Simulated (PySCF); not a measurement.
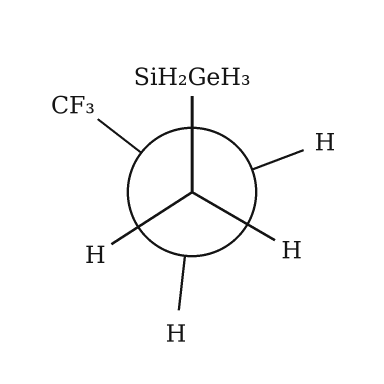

A Newman projection along the Si–C bond, silicon in front; angles are drawn as computed, but eclipsed bonds slightly apart. Computed geometry: PBE0-D3(BJ)/def2-SVP optimisation. No frequency run is at hand to confirm it as a minimum.

Which molecule is it?

Answer. C2H9F3GeSi2, FC(F)(F)C[SiH2][SiH2][GeH3]

What is the torsion angle from the front SiH2GeH3 to the back CF3? The sign is positive where the front bond must turn clockwise to cover the back bond.

Answer. −52°, synclinal (gauche). The conformation about this bond is staggered.
